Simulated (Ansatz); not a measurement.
# The cluster Al₃H₃: a spread of methods and bases

Aim: run the cluster Al₃H₃ under a spread of inputs, and see what each costs and gives.

The runs use Ansatz 0.2.0, Gaussian basis; the settings change from run to run.

1 further run of the same task is left out (set aside as unsound or not needed).

## 1. The geometry

An earlier PBE-D4 in a triple-zeta def2 set relaxation fixed the geometry.

6 atoms, charge 0, spin multiplicity 1.

Atoms are counted from 1 here; the program's logs count them from 0.

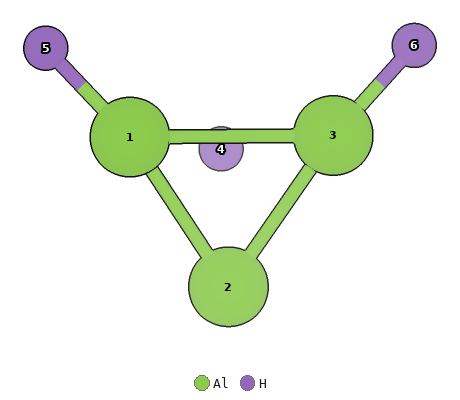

The geometry (aluminium green, hydrogen purple); atoms are numbered from 1 in the order of the file.

## 2. RPBE/pcseg-2

This run has density fitting with def2-universal-jkfit, D3(BJ) with three-body dispersion, the search for lower states set to off.

Contents of in.yaml:

```yaml
crystal:
  periodic: [false, false, false]
  atoms:
    - {symbol: Al, position_ang: [0.567994, 1.269332, 0.142823]}
    - {symbol: Al, position_ang: [-1.107318, 0.305522, 1.674338]}
    - {symbol: Al, position_ang: [0.041259, -1.369980, 0.275588]}
    - {symbol: H, position_ang: [-0.974258, 0.180713, -0.315904]}
    - {symbol: H, position_ang: [1.212318, 2.199670, -1.010308]}
    - {symbol: H, position_ang: [0.260004, -2.585267, -0.766527]}
basis:
  gaussian: {orbitals: pcseg-2, fitting: {mean_field: def2-universal-jkfit}}
hamiltonian: {xc: {name: RPBE}, dispersion: d3bjatm}
scf: {lower_state_search: off}
output: {forces: true}
```

Run with:

```bash
$ ansatz run in.yaml --threads 4 --pin off --events-out ev --progress --plain --max-ram 3916MiB
```

Standard output, cut to the lines that bear on the results:

```text
Functional definition: RPBE
  name "RPBE"
  cite "Hammer, Hansen & Nørskov, Phys. Rev. B 59, 7413 (1999) doi:10.1103/PhysRevB.59.7413"
  cite "Perdew, Burke & Ernzerhof, Phys. Rev. Lett. 77, 3865 (1996) doi:10.1103/PhysRevLett.77.3865"
[...]
438 factors; integrals over basis functions are off by at most 1.3e0 eV
[...]
mean field -19837.44337582 eV, -729.0125977592 hartree, gradient 4.7e-6 eV, S^2 0.000000; 0 other end points of the search recorded, 0 dependent functions left out
[...]
reference -19837.44342771 eV, -729.0125996662 hartree; 21, 21 occupied and 123, 123 virtual orbitals, 438 factors
Total energy: -19838.82343392 eV, -729.0633139591 hartree
Atom 0 at     0.567994     1.269332     0.142823 Å, force    -0.063765    -0.175607     0.028476 eV/Å
Atom 1 at    -1.107318     0.305522     1.674338 Å, force     0.018796     0.017043     0.436235 eV/Å
Atom 2 at     0.041259    -1.369980     0.275588 Å, force     0.008467     0.190429     0.012757 eV/Å
Atom 3 at    -0.974258     0.180713    -0.315904 Å, force     0.046773    -0.036093    -0.488919 eV/Å
Atom 4 at     1.212318     2.199670    -1.010308 Å, force    -0.003927     0.004111     0.006082 eV/Å
Atom 5 at     0.260004    -2.585267    -0.766527 Å, force    -0.006344     0.000117     0.005368 eV/Å
Dipole moment:     0.024350     0.005045     0.210163 e Å
Checks for a lower state left out: stability, starts, cluster_reference, orbital_swaps, neighbouring_geometries, increment
```

Run time: 0.6 s. Hardware: 4 threads of Arm Neoverse V2, shared host.

Largest force 0.492 eV/Å, dipole 1.02 D.

## 3. r2SCAN/cc-pVDZ

Options: coordinates scaled by 1.12, density fitting with cc-pVTZ-jkfit, a point charge of -1.00 e beside it.

Contents of in.yaml:

```yaml
crystal:
  periodic: [false, false, false]
  atoms:
    - {symbol: Al, position_ang: [0.636153, 1.421652, 0.159962]}
    - {symbol: Al, position_ang: [-1.240196, 0.342184, 1.875259]}
    - {symbol: Al, position_ang: [0.046210, -1.534378, 0.308659]}
    - {symbol: H, position_ang: [-1.091169, 0.202398, -0.353813]}
    - {symbol: H, position_ang: [1.357796, 2.463631, -1.131545]}
    - {symbol: H, position_ang: [0.291205, -2.895499, -0.858510]}
basis:
  gaussian: {orbitals: cc-pVDZ, fitting: {mean_field: cc-pVTZ-jkfit}, point_charges: [{charge: -1.00, position_ang: [5.795, -0.918, 0.877]}]}
hamiltonian: {xc: {name: r2SCAN}}
output: {forces: true}
```

Launched as before.

Standard output, cut to the lines that bear on the results:

```text
Functional definition: r2SCAN
  name "r2SCAN"
  cite "Furness, Kaplan, Ning, Perdew & Sun, J. Phys. Chem. Lett. 11, 8208 (2020) doi:10.1021/acs.jpclett.0c02405"
  cite "Furness, Kaplan, Ning, Perdew & Sun, J. Phys. Chem. Lett. 11, 9248 (2020) doi:10.1021/acs.jpclett.0c03077"
  parent r2scan
[...]
453 factors; integrals over basis functions are off by at most 5.0e-2 eV
[...]
mean field -19834.84052783 eV, -728.9169448599 hartree, gradient 1.2e-5 eV, S^2 0.000000; 0 other end points of the search recorded, 0 dependent functions left out
[...]
reference -19834.84054075 eV, -728.9169453348 hartree; 21, 21 occupied and 48, 48 virtual orbitals, 453 factors
Total energy: -19834.84054075 eV, -728.9169453348 hartree
Atom 0 at     0.636153     1.421652     0.159962 Å, force    -0.221610    -0.238079    -0.405171 eV/Å
Atom 1 at    -1.240196     0.342184     1.875259 Å, force     1.102675    -0.302872    -1.625092 eV/Å
Atom 2 at     0.046210    -1.534378     0.308659 Å, force    -0.141141     0.284274    -0.419026 eV/Å
Atom 3 at    -1.091169     0.202398    -0.353813 Å, force     0.293474    -0.040809     0.493427 eV/Å
Atom 4 at     1.357796     2.463631    -1.131545 Å, force    -0.685543    -0.875152     1.039910 eV/Å
Atom 5 at     0.291205    -2.895499    -0.858510 Å, force    -0.273356     1.159163     0.924783 eV/Å
Dipole moment:     0.390335    -0.047904     0.208859 e Å
```

Wall time 1.1 s (4 threads of Arm Neoverse V2, shared host).

Largest force 1.987 eV/Å, dipole 2.14 D.

## 4. revPBE/cc-pVTZ-DK

Set apart from the defaults: charge +1, multiplicity 2, atoms shaken by 0.15 Å.

Contents of in.yaml:

```yaml
crystal:
  periodic: [false, false, false]
  atoms:
    - {symbol: Al, position_ang: [0.373992, 1.364750, 0.329193]}
    - {symbol: Al, position_ang: [-1.247657, 0.174710, 1.750243]}
    - {symbol: Al, position_ang: [0.049429, -1.467084, 0.232480]}
    - {symbol: H, position_ang: [-1.050826, -0.138435, -0.375623]}
    - {symbol: H, position_ang: [1.198804, 2.194632, -1.126919]}
    - {symbol: H, position_ang: [0.178291, -2.415625, -0.850536]}
basis:
  gaussian: {orbitals: cc-pVTZ-DK}
total_charge: 1
magnetization: {spin_polarized: true, initial_magnetization: 1}
hamiltonian: {xc: {name: revPBE}}
scf: {omitted_lower_state_checks: [starts]}
output: {forces: true}
```

Launched as before.

Standard output, cut to the lines that bear on the results:

```text
Functional definition: revPBE
  name "revPBE"
  cite "Zhang & Yang, Phys. Rev. Lett. 80, 890 (1998) doi:10.1103/PhysRevLett.80.890"
  cite "Perdew, Burke & Ernzerhof, Phys. Rev. Lett. 77, 3865 (1996) doi:10.1103/PhysRevLett.77.3865"
[...]
990 factors; their error is unknown
[...]
mean field -19862.46071221 eV, -729.9319679142 hartree, gradient 6.0e-6 eV, S^2 0.766666; 0 other end points of the search recorded, 0 dependent functions left out
[...]
reference -19862.46077202 eV, -729.9319701123 hartree; 21, 20 occupied and 123, 124 virtual orbitals, 990 factors
Total energy: -19862.46077202 eV, -729.9319701123 hartree
Relativity: scalar
Atom 0 at     0.373992     1.364750     0.329193 Å, force     0.347894     1.522483    -1.939523 eV/Å
Atom 1 at    -1.247657     0.174710     1.750243 Å, force     0.293222    -0.498657     0.033394 eV/Å
Atom 2 at     0.049429    -1.467084     0.232480 Å, force    -1.032494     1.131689     1.868589 eV/Å
Atom 3 at    -1.050826    -0.138435    -0.375623 Å, force     0.439286     0.502484     0.348392 eV/Å
Atom 4 at     1.198804     2.194632    -1.126919 Å, force    -0.598977    -0.892993     1.494523 eV/Å
Atom 5 at     0.178291    -2.415625    -0.850536 Å, force     0.551067    -1.765006    -1.805376 eV/Å
Dipole moment:    -0.043694     0.080277     0.337768 e Å
Checks for a lower state left out: starts
```

Wall time 2.8 s (4 threads of Arm Neoverse V2, shared host).

Largest force 2.584 eV/Å, ⟨S²⟩ 0.767.

## 5. B97/def2-SVP

Set apart from the defaults: unrestricted orbitals, atoms shaken by 0.08 Å, finite nuclei.

Contents of in.yaml:

```yaml
crystal:
  periodic: [false, false, false]
  atoms:
    - {symbol: Al, position_ang: [0.581928, 1.139004, 0.201544]}
    - {symbol: Al, position_ang: [-1.228117, 0.417320, 1.583399]}
    - {symbol: Al, position_ang: [-0.103773, -1.342319, 0.177713]}
    - {symbol: H, position_ang: [-1.005141, 0.241332, -0.386570]}
    - {symbol: H, position_ang: [1.312104, 2.306695, -0.942398]}
    - {symbol: H, position_ang: [0.237051, -2.647764, -0.565969]}
basis:
  gaussian: {orbitals: def2-SVP, nuclear_model: gaussian}
magnetization: {spin_polarized: true, initial_magnetization: 0}
hamiltonian: {xc: {name: B97}}
scf: {omitted_lower_state_checks: [starts]}
output: {forces: true}
```

Launched as before.

Standard output, cut to the lines that bear on the results:

```text
Functional definition: B97
  name "B97"
  cite "Becke, J. Chem. Phys. 107, 8554 (1997) doi:10.1063/1.475007"
[...]
      + integral(e_c_pw_opposite_spin*poly(b97_u_opposite, cos0, cos1, cos2))
[...]
629 factors; integrals over basis functions are off by at most 1.4e-3 eV
[...]
mean field -19828.52172506 eV, -728.6847331413 hartree, gradient 2.6e-5 eV, S^2 0.000000; 0 other end points of the search recorded, 0 dependent functions left out
[...]
reference -19828.52174974 eV, -728.6847340482 hartree; 21, 21 occupied and 48, 48 virtual orbitals, 629 factors
Total energy: -19828.52174974 eV, -728.6847340482 hartree
Atom 0 at     0.581928     1.139004     0.201544 Å, force     1.110246     1.988440    -1.420843 eV/Å
Atom 1 at    -1.228117     0.417320     1.583399 Å, force    -0.341523    -0.544336     0.143347 eV/Å
Atom 2 at    -0.103773    -1.342319     0.177713 Å, force    -0.346861     0.235663     1.007992 eV/Å
Atom 3 at    -1.005141     0.241332    -0.386570 Å, force    -0.008462     0.094554    -0.054864 eV/Å
Atom 4 at     1.312104     2.306695    -0.942398 Å, force    -0.517912    -1.089548     0.957157 eV/Å
Atom 5 at     0.237051    -2.647764    -0.565969 Å, force     0.104513    -0.684773    -0.632789 eV/Å
Dipole moment:    -0.068630    -0.116022     0.187863 e Å
Checks for a lower state left out: starts
```

It took 3 s on 4 threads of Arm Neoverse V2, shared host.

Largest force 2.684 eV/Å, dipole 1.11 D, ⟨S²⟩ 0.000.

## 6. All runs side by side

```tsv
level	charge	multiplicity	geometry	functions	energy (eV)	time
RPBE/pcseg-2	0	1	relaxed	144	-19838.823	0.6 s
r2SCAN/cc-pVDZ	0	1	scaled, point charge	69	-19834.841	1.1 s
revPBE/cc-pVTZ-DK	1	2	shaken	144	-19862.461	2.8 s
B97/def2-SVP	0	1	shaken	69	-19828.522	3 s
```

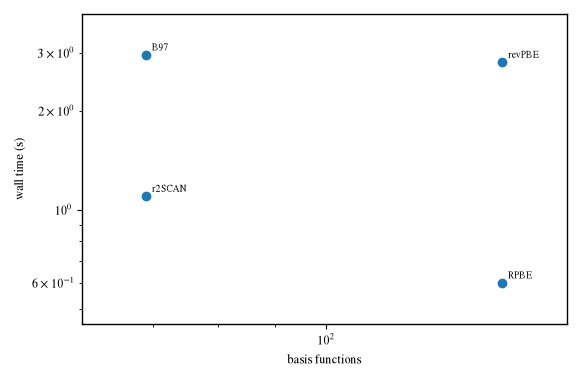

Wall time against the number of basis functions (shared host).

## 7. Summary of results

```
quantity                value
    runs                    4
quickest  RPBE/pcseg-2, 0.6 s
 slowest    B97/def2-SVP, 3 s
```

The runs differ in state or geometry as well as level, so their energies can't be set against each other. B97/def2-SVP took 5 times as long as RPBE/pcseg-2. The jobs differ in tasks and options as well as level. At the PBE-D4/def2-TZVP geometry and in the same state, runs without warnings or point charges leave forces up to 0.49 eV/Å (RPBE/pcseg-2), against 2.7 eV/Å where the atoms were moved.
